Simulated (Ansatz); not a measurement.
# SnClF (SMILES [F][Sn][Cl]) at 6 levels

Aim: a comparison of 6 runs (UHF/STO-3G, B3LYP/STO-3G, PBE0/STO-3G, wB97M-V/STO-3G, MP2/STO-3G, UCCSD(T)/STO-3G) of SnClF. 

Program for the calculation: Ansatz 0.2.0.

59 further runs of the same task are left out: 12 that didn't finish, 47 set aside as unsound or not needed.

### 1 The system as given

SnClF has 3 atoms, charge 0, and is taken as a singlet. SMILES: `[F][Sn][Cl]`. The Sn2–F1 distance was set to 2.419 Å, away from the relaxed value.

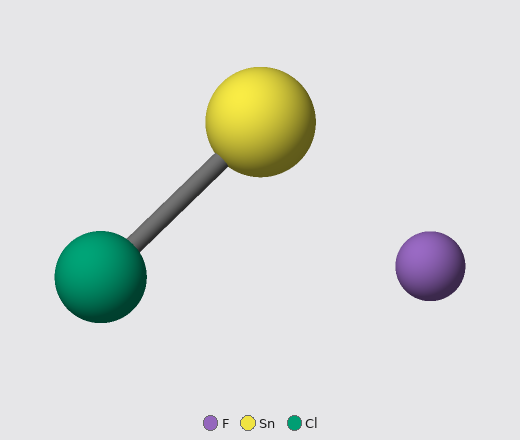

The structure, seen from a chosen angle (fluorine purple, tin yellow, chlorine teal).

### 2 The energy at UHF/STO-3G (run 1)

in.yaml

```yaml
crystal:
  periodic: [false, false, false]
  atoms:
    - {symbol: F, position_ang: [-1.778087, 0.054345, -0.978182]}
    - {symbol: Sn, position_ang: [0.164300, 0.898100, 0.190700]}
    - {symbol: Cl, position_ang: [1.214300, -1.186000, 0.540500]}
basis:
  gaussian: {orbitals: STO-3G}
magnetization: {spin_polarized: true}
hamiltonian: {xc: hf}
accuracy: high
```

Started as:

```bash
ansatz run in.yaml --threads 1 --pin off --max-ram 2610MiB --events-out events.jsonl --progress --plain --runs-dir runs
```

What it wrote:

```text
Warning: RAYON_NUM_THREADS=1 ignored (pool sized by the plan → 1); use --threads N
Functional definition: HF
  name "HF"
  exchange = exact_x
  correlation = 0
739 factors; integrals over basis functions are off by at most 3.5e-8 eV
mean field evaluation 1: about -177301.2011 eV, gradient 1.4e1 eV
mean field evaluation 2: about -177301.2694 eV, gradient 1.4e1 eV
mean field evaluation 4: about -177305.9066 eV, gradient 2.6e0 eV
mean field evaluation 8: about -177306.2178 eV, gradient 1.0e-3 eV
mean field evaluation 16: about -177306.2016 eV, gradient 8.6e-4 eV
mean field evaluation 32: about -177306.2095 eV, gradient 1.7e-1 eV
mean field evaluation 64: about -177306.8622 eV, gradient 2.9e-8 eV
mean field evaluation 96: about -177305.7925 eV, gradient 4.8e0 eV
mean field evaluation 128: about -177306.7585 eV, gradient 1.8e0 eV
mean field evaluation 160: about -177304.3005 eV, gradient 5.4e0 eV
mean field evaluation 192: about -177304.4881 eV, gradient 5.6e0 eV
mean field evaluation 224: about -177306.2013 eV, gradient 1.4e-1 eV
mean field -177306.86222195 eV, -6515.9070037490 hartree, gradient 1.5e-8 eV, S^2 0.607435; 10 other end points of the search recorded, 0 dependent functions left out
reference -177306.86222195 eV, -6515.9070037490 hartree; 38, 38 occupied and 3, 3 virtual orbitals, 739 factors
Total energy: -177306.86222195 eV, -6515.9070037490 hartree
```

It took 6 s on 1 thread of Arm Neoverse V1, shared host; peak memory 0.15 GiB.

### 3 A single-point energy at B3LYP/STO-3G (run 2)

molecule.yaml

```yaml
crystal:
  periodic: [false, false, false]
  atoms:
    - {symbol: F, position_ang: [-1.778087, 0.054345, -0.978182]}
    - {symbol: Sn, position_ang: [0.164300, 0.898100, 0.190700]}
    - {symbol: Cl, position_ang: [1.214300, -1.186000, 0.540500]}
basis:
  gaussian: {orbitals: STO-3G}
hamiltonian: {xc: {name: B3LYP}}
accuracy: high
```

Started as:

```bash
ansatz run molecule.yaml --threads 1 --pin off --max-ram 2610MiB --events-out events.jsonl --progress --plain --runs-dir runs
```

What it wrote:

```text
Warning: RAYON_NUM_THREADS=1 ignored (pool sized by the plan → 1); use --threads N
Functional definition: B3LYP
  name "B3LYP"
  parameter a0 = 0.2
  parameter ax = 0.72
  parameter ac = 0.81
  exchange = (1 - a0 - ax)*slater_x + ax*b88_x + a0*exact_x
  correlation = (1 - ac)*vwn_rpa_c + ac*lyp_c
739 factors; integrals over basis functions are off by at most 3.5e-8 eV
mean field evaluation 1: about -177382.8644 eV, gradient 2.4e1 eV
mean field evaluation 2: about -177134.2687 eV, gradient 1.7e2 eV
mean field evaluation 4: about -177387.3903 eV, gradient 5.6e0 eV
mean field evaluation 8: about -177387.5463 eV, gradient 1.6e-1 eV
mean field evaluation 16: about -177387.5302 eV, gradient 6.7e-4 eV
mean field -177387.53015554 eV, -6518.8714956296 hartree, gradient 6.4e-9 eV, S^2 0.000000; 0 other end points of the search recorded, 0 dependent functions left out
reference -177387.53018133 eV, -6518.8714965775 hartree; 38, 38 occupied and 3, 3 virtual orbitals, 739 factors
Total energy: -177387.53018133 eV, -6518.8714965775 hartree
```

Run time: 2.4 s. Hardware: 1 thread of Arm Neoverse V1, shared host; peak memory 0.14 GiB.

Runs 3 to 5 aren't shown in full; the table further down has their settings and results.

### 4 A single-point energy at UCCSD(T)/STO-3G (run 6)

in.yaml, as its differences from that of step 2:

```diff
@@ -8,4 +8,5 @@
   gaussian: {orbitals: STO-3G}
-magnetization: {spin_polarized: true}
-hamiltonian: {xc: hf}
+magnetization: {spin_polarized: true, initial_magnetization: 0}
+correlation: {method: ccsd_t, frozen_orbitals: {Cl: 5, F: 1, Sn: 18}}
 accuracy: high
+scf: {omitted_lower_state_checks: [cluster_reference, increment]}
```

Started as:

```bash
ansatz run in.yaml --threads 1 --pin off --max-ram 2610MiB --events-out events.jsonl --progress --plain --runs-dir runs
```

What it wrote:

```text
Warning: RAYON_NUM_THREADS=1 ignored (pool sized by the plan → 1); use --threads N
[... 18 lines left out ...]
24 core orbitals not correlated: weight in the atoms' cores, before any rotation towards them, 1.000 or more for the frozen orbitals, at most 0.000 for the correlated occupied ones
[... 47 lines left out ...]
Total energy: -177308.91650170 eV, -6515.9824971373 hartree
Checks for a lower state left out: cluster_reference, increment
```

Wall time 9.3 s (1 thread of Arm Neoverse V1, shared host); peak memory 0.16 GiB.

### 5 The series

```csv
run,level,frozen core orbitals,energy (Eh),wall time
1,UHF/STO-3G,–,-6515.907004,6 s
2,B3LYP/STO-3G,–,-6518.871497,2.4 s
3,PBE0/STO-3G,–,-6518.398582,2.4 s
4,wB97M-V/STO-3G,–,-6519.048374,25 s
5,MP2/STO-3G,24,-6515.946762,1 s
6,UCCSD(T)/STO-3G,24,-6515.982497,9.3 s
```

### 6 Outcome

| quantity | value |
| --- | --- |
| run 6: total energy | -6515.98250 Eh |
| run 6: correlation energy (24 core orbitals frozen) | -75.5 mEh |
| run 6: (T) correction | -2.09 mEh |
| run 6: ⟨S²⟩ of the reference determinant | 0.607 |
| run 6: T1 diagnostic | 0.062 |

What this shows: Below the UHF energy at the same shape and in the same basis (STO-3G): MP2 -39.8 mEh; UCCSD(T) -75.5 mEh. Some of these start from another determinant than that one, so these aren't their correlation energies. Totals of different functionals can't be ranked against each other. In run 5 the log says that unrestricted orbitals would lower the reference, so the values rest on an unstable closed-shell determinant (other closed-shell runs at this shape may share the fault). In runs 1, 2, 3, 4, 5, 6 the basis is minimal, so the values are rough. In runs 1, 2, 3, 4, 5, 6 relativity is left out where basis or elements ask for it. Spin contamination of the reference: run 1 ⟨S²⟩ = 0.61, run 6 ⟨S²⟩ = 0.61. Where it is this large, the reference is a mixture of spin states, and values that rest on it are in doubt. All runs together took 46 s, the longest 25 s.
